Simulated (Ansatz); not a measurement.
C₂H₇ClGe: geometry relaxation (part 1 of 2)

The run: geometry relaxation of C₂H₇ClGe, SMILES C[CH](Cl)[GeH3]. Method and program: RKS PBE/def2-mTZVP (Ansatz 0.2.0).

It belongs to a series of runs on one base structure; here: end point B relaxed.

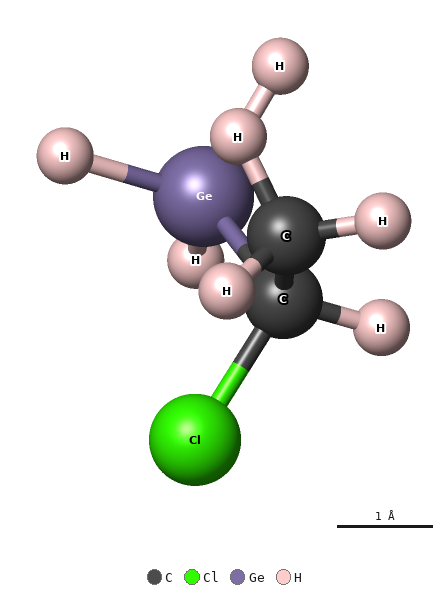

**Figure 1.** The input geometry (ball-and-stick view, seen at an oblique angle). Sticks mark near contacts.

**Input file**
```yaml
crystal:
  periodic: [false, false, false]
  atoms:
    - { symbol: C, position_ang: [-0.585, 1.2116, 0.1735] }
    - { symbol: C, position_ang: [0.5396, 0.3856, -0.2654] }
    - { symbol: Cl, position_ang: [0.01537, -0.62663, -1.59532] }
    - { symbol: Ge, position_ang: [2.01241, 1.44887, -0.88509] }
    - { symbol: H, position_ang: [-1.5166, 1.0279, -0.4894] }
    - { symbol: H, position_ang: [-0.3741, 2.3453, 0.0396] }
    - { symbol: H, position_ang: [-0.8644, 1.0679, 1.2293] }
    - { symbol: H, position_ang: [0.89103, -0.30778, 0.55429] }
    - { symbol: H, position_ang: [3.14796, 0.63543, -1.37191] }
    - { symbol: H, position_ang: [2.46601, 2.41037, 0.30347] }
    - { symbol: H, position_ang: [1.51143, 2.43577, -2.03447] }
basis:
  gaussian: { orbitals: def2-mTZVP }
hamiltonian:
  xc: pbe
relax:
  f_tol: 0.015
  max_steps: 40
output:
  orbitals: {}
```

Hardware: 2 threads of Arm Neoverse V1, 24 GiB of memory available, shared host.

Command:
```bash
ansatz run input.yaml --threads 2 --pin off --max-ram 3072MiB --backend cpu --events-out ev --progress --plain --runs-dir out
```

**Output**
```
The last accepted step is kept in [file] (removed where the run ends without a failure and the disk answers)
Engine: ansatz 0.2.0, aarch64-unknown-linux-gnu
Functional definition: PBE
  parameter kappa = 0.804
  parameter beta = 0.06672455060314922
  exchange = pbe_x(kappa = kappa, mu = beta*pi^2/3)
  correlation = pbe_c(beta = beta)
1248 factors; their error is unknown
mean field evaluation 1: about -71201.0215 eV, gradient 7.2e1 eV
mean field evaluation 2: about -71172.8947 eV, gradient 1.2e2 eV
mean field evaluation 4: about -71211.9391 eV, gradient 1.0e1 eV
mean field evaluation 8: about -71212.1350 eV, gradient 2.7e-1 eV
mean field evaluation 16: about -71212.0736 eV, gradient 3.9e-4 eV
mean field -71212.07359109 eV, -2616.9954351955 hartree, gradient 4.0e-5 eV, S^2 0.000000; 0 other end points of the search recorded, 0 dependent functions left out
the calculation of the forces begins
reference -71212.07363460 eV, -2616.9954367942 hartree; 34, 34 occupied and 83, 83 virtual orbitals, 1248 factors
relax step   1: F+E_penalty+E_count = -71212.07359109 eV  Δ(F+E_penalty+E_count) = +0.000e0 eV  max|allowed force component| = 2.789e0 eV/Å  Δτ_max = 0.0000 Å  (28 SCF iters, accepted)
these checks for a lower state are left out or cut short: starts, cluster_reference, orbital_swaps, neighbouring_geometries, increment
1248 factors; their error is unknown
mean field -71212.45438074 eV, -2617.0094289569 hartree, gradient 1.6e-5 eV, S^2 0.000000; 0 other end points of the search recorded, 0 dependent functions left out
[... from here on the field's lines of each further geometry are left out, up to the last ...]
relax step   2: F+E_penalty+E_count = -71212.45438074 eV  Δ(F+E_penalty+E_count) = -3.808e-1 eV  max|allowed force component| = 1.107e0 eV/Å  Δτ_max = 0.1135 Å  (29 SCF iters, accepted)
relax step   3: F+E_penalty+E_count = -71212.51645582 eV  Δ(F+E_penalty+E_count) = -6.208e-2 eV  max|allowed force component| = 2.352e-1 eV/Å  Δτ_max = 0.0759 Å  (30 SCF iters, accepted)
relax step   4: F+E_penalty+E_count = -71212.52340354 eV  Δ(F+E_penalty+E_count) = -6.948e-3 eV  max|allowed force component| = 1.192e-1 eV/Å  Δτ_max = 0.0262 Å  (30 SCF iters, accepted)
relax step   5: F+E_penalty+E_count = -71212.52741002 eV  Δ(F+E_penalty+E_count) = -4.006e-3 eV  max|allowed force component| = 1.119e-1 eV/Å  Δτ_max = 0.0555 Å  (29 SCF iters, accepted)
relax step   6: F+E_penalty+E_count = -71212.53446802 eV  Δ(F+E_penalty+E_count) = -7.058e-3 eV  max|allowed force component| = 7.664e-2 eV/Å  Δτ_max = 0.0576 Å  (30 SCF iters, accepted)
relax step   7: F+E_penalty+E_count = -71212.53468935 eV  Δ(F+E_penalty+E_count) = -2.213e-4 eV  max|allowed force component| = 7.812e-1 eV/Å  Δτ_max = 0.1967 Å  (30 SCF iters, accepted)
relax step   8: F+E_penalty+E_count = -71212.62452864 eV  Δ(F+E_penalty+E_count) = -8.984e-2 eV  max|allowed force component| = 2.293e-1 eV/Å  Δτ_max = 0.2000 Å  (28 SCF iters, accepted)
relax step   9: F+E_penalty+E_count = -71212.67080965 eV  Δ(F+E_penalty+E_count) = -4.628e-2 eV  max|allowed force component| = 1.237e-1 eV/Å  Δτ_max = 0.2000 Å  (29 SCF iters, accepted)
relax step  10: F+E_penalty+E_count = -71212.66967840 eV  Δ(F+E_penalty+E_count) = +1.131e-3 eV  max|allowed force component| = 4.854e-1 eV/Å  Δτ_max = 0.2000 Å  (28 SCF iters, rejected (line search))
relax step  11: F+E_penalty+E_count = -71212.68344872 eV  Δ(F+E_penalty+E_count) = -1.264e-2 eV  max|allowed force component| = 4.045e-2 eV/Å  Δτ_max = 0.1000 Å  (28 SCF iters, accepted)
relax step  12: F+E_penalty+E_count = -71212.68706180 eV  Δ(F+E_penalty+E_count) = -3.613e-3 eV  max|allowed force component| = 9.118e-2 eV/Å  Δτ_max = 0.1000 Å  (28 SCF iters, accepted)
relax step  13: F+E_penalty+E_count = -71212.68135240 eV  Δ(F+E_penalty+E_count) = +5.709e-3 eV  max|allowed force component| = 2.506e-1 eV/Å  Δτ_max = 0.0317 Å  (31 SCF iters, rejected (line search))
relax step  14: F+E_penalty+E_count = -71212.68828341 eV  Δ(F+E_penalty+E_count) = -1.222e-3 eV  max|allowed force component| = 1.968e-2 eV/Å  Δτ_max = 0.0158 Å  (31 SCF iters, accepted)
the calculation of the forces begins
reference -71212.68846921 eV, -2617.0180315494 hartree; 34, 34 occupied and 83, 83 virtual orbitals, 1248 factors
relax step  15: F+E_penalty+E_count = -71212.68842488 eV  Δ(F+E_penalty+E_count) = -1.415e-4 eV  max|allowed force component| = 4.278e-3 eV/Å  Δτ_max = 0.0096 Å  (31 SCF iters, accepted)
1248 factors; their error is unknown
mean field evaluation 128: about -71212.4773 eV, gradient 1.1e1 eV
```

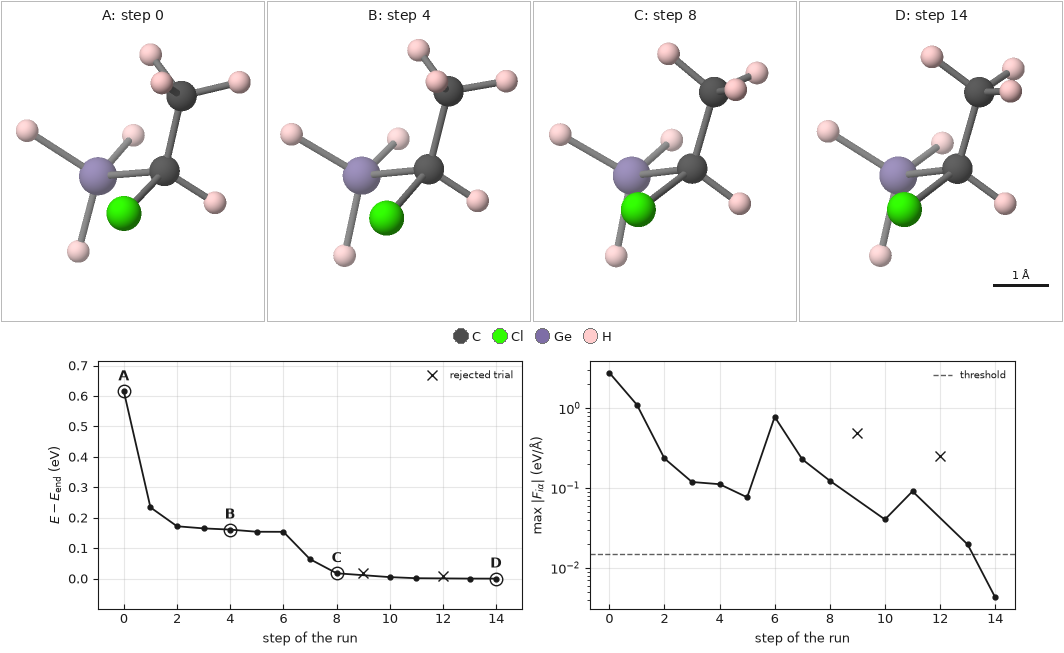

**Figure 2.** Frames of the relaxation (ball-and-stick view, seen at a tilt) above the curves, on which the letters mark them (the first geometry is step 0 here and step 1 in the log).

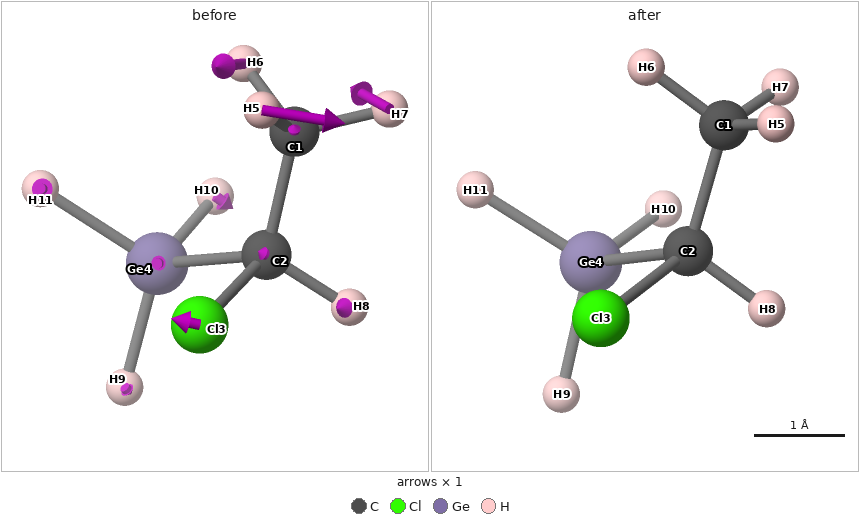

**Figure 3.** Before (left) and after (right) the relaxation, at one scale (ball-and-stick view, seen at a tilt). The pink arrows give the displacements, at true length. After 14 geometry steps the energy has fallen by 0.615 eV. The largest force component goes from 2.8 to 0.0043 eV/Å. The line search rejected the trial steps at points 9, 12 (counted from 0) and went back. The atom that moves furthest after the best rigid fit is H5 (0.95 Å). By element the largest moves are H 0.95 Å, Cl 0.33 Å, Ge 0.14 Å, C 0.12 Å. Among the contacts that change: C2–Cl3 1.752 → 1.842 Å, C2–Ge4 1.919 → 1.994 Å, Ge4–H9 1.479 → 1.546 Å, C1–H5 1.158 → 1.100 Å. Among the angles that change: H10–Ge4–H11 104.7° → 109.5°, H5–C1–H6 103.6° → 108.0°, C2–C1–H7 114.1° → 109.7°. (Atoms are counted from 1 in the order of the input.)

```
mean field -71212.68842488 eV, -2617.0180299205 hartree, gradient 9.2e-6 eV, S^2 0.000000; 1 other end points of the search recorded, 0 dependent functions left out
the calculation of the forces begins
reference -71212.68846921 eV, -2617.0180315494 hartree; 34, 34 occupied and 83, 83 virtual orbitals, 1248 factors
Total energy: -71212.68846921 eV, -2617.0180315494 hartree
Atom 0 at    -0.683694     1.240982     0.157382 Å, force     0.000386    -0.000980     0.001033 eV/Å
Atom 1 at     0.480822     0.424705    -0.371608 Å, force     0.000254     0.004140    -0.004278 eV/Å
Atom 2 at    -0.014267    -0.456874    -1.910908 Å, force     0.002108    -0.000220     0.001770 eV/Å
Atom 3 at     2.107165     1.499839    -0.789787 Å, force    -0.002917    -0.000985    -0.001727 eV/Å
Atom 4 at    -1.560647     0.605570     0.350708 Å, force     0.000433     0.000633     0.000697 eV/Å
Atom 5 at    -0.982855     2.027443    -0.549701 Å, force    -0.000180     0.000285    -0.001822 eV/Å
Atom 6 at    -0.398660     1.724632     1.105891 Å, force    -0.000911    -0.000052     0.000106 eV/Å
Atom 7 at     0.747096    -0.375470     0.331426 Å, force    -0.000677    -0.002583     0.002643 eV/Å
Atom 8 at     3.235160     0.569804    -1.292324 Å, force     0.000658    -0.000436    -0.000935 eV/Å
Atom 9 at     2.570098     2.231057     0.500624 Å, force     0.001530    -0.000566     0.001078 eV/Å
Atom 10 at     1.743492     2.542642    -1.873135 Å, force    -0.000682     0.000765     0.001435 eV/Å
Dipole moment:     0.024483     0.170861     0.361177 e Å
```

**Trajectory as extended XYZ (Å, eV, eV/Å), 15 frames, from step=1 to step=15**
```
11
Properties=species:S:1:pos:R:3:forces:R:3 step=1 energy=-71212.07359
C    -0.5850    1.2116    0.1735   -2.5609   2.7886  -0.2238
C     0.5396    0.3856   -0.2654    1.0760  -1.2654   1.3640
Cl    0.0154   -0.6266   -1.5953   -0.2732  -1.5084  -1.5377
Ge    2.0124    1.4489   -0.8851    0.1847   2.2866   0.0487
H    -1.5166    1.0279   -0.4894    1.1803   0.2422   1.1343
H    -0.3741    2.3453    0.0396   -0.3560  -1.3837   0.3011
H    -0.8644    1.0679    1.2293   -0.0367  -0.0259  -0.1170
H     0.8910   -0.3078    0.5543   -0.2280   0.5036  -0.6524
H     3.1480    0.6354   -1.3719    0.9862  -0.7102  -0.3908
H     2.4660    2.4104    0.3035   -0.0878  -0.4105  -0.3614
H     1.5114    2.4358   -2.0345    0.1156  -0.5167   0.4351
11
Properties=species:S:1:pos:R:3:forces:R:3 step=2 energy=-71212.45438
C    -0.6410    1.2455    0.1814   -1.1068   1.0591  -0.1790
C     0.5153    0.4093   -0.3099    0.7207  -0.3776   1.0198
Cl    0.0763   -0.7109   -1.6406   -0.2650  -0.4518  -0.5868
Ge    2.0574    1.4836   -0.8888    0.0409   0.6037  -0.1463
H    -1.5744    1.0536   -0.4006    0.4740  -0.0199   0.2716
H    -0.4735    2.3517    0.0847    0.0250  -0.5952   0.0091
H    -0.8853    1.0699    1.2396    0.0885  -0.1247  -0.0271
H     0.8862   -0.2496    0.5025   -0.2153   0.1311  -0.2488
H     3.2294    0.6295   -1.3767    0.1736  -0.2062  -0.0759
H     2.5305    2.3701    0.3054   -0.0587  -0.0439  -0.0847
H     1.5227    2.3817   -2.0385    0.1232   0.0254   0.0482
11
Properties=species:S:1:pos:R:3:forces:R:3 step=3 energy=-71212.51646
C    -0.6580    1.2517    0.1874   -0.2352   0.1163   0.0972
C     0.5225    0.4007   -0.2858    0.1898   0.2018   0.2069
Cl    0.0588   -0.7232   -1.6450   -0.0854  -0.1601  -0.2092
Ge    2.0644    1.5120   -0.9046    0.0574  -0.1897  -0.0131
H    -1.5662    1.0387   -0.3863   -0.0463  -0.0813  -0.0752
H    -0.4835    2.3323    0.0869    0.0719   0.0494  -0.0225
H    -0.8988    1.0629    1.2437    0.0651  -0.0415   0.0091
H     0.8579   -0.2676    0.5173    0.0470   0.0037  -0.0527
H     3.2330    0.6116   -1.3852   -0.0572   0.0449   0.0273
H     2.5314    2.3889    0.2839    0.0248   0.0493   0.0546
H     1.5822    2.4262   -2.0537   -0.0319   0.0072  -0.0223
11
Properties=species:S:1:pos:R:3:forces:R:3 step=4 energy=-71212.52340
C    -0.6696    1.2547    0.1903   -0.0435   0.0048   0.0435
C     0.5235    0.4128   -0.2852    0.0385   0.1192   0.0569
Cl    0.0496   -0.7131   -1.6575    0.0010  -0.0415  -0.0629
Ge    2.0745    1.5088   -0.9020   -0.0263  -0.0623  -0.0142
H    -1.5772    1.0164   -0.3779   -0.0003  -0.0342  -0.0167
H    -0.5019    2.3356    0.0780    0.0216   0.0288  -0.0183
H    -0.8904    1.0646    1.2510    0.0326  -0.0019  -0.0063
H     0.8663   -0.2605    0.5083   -0.0050  -0.0469  -0.0028
H     3.2371    0.6036   -1.3785   -0.0322   0.0163   0.0200
H     2.5436    2.3916    0.2860    0.0109   0.0117   0.0123
H     1.5881    2.4198   -2.0539    0.0028   0.0059  -0.0114
```
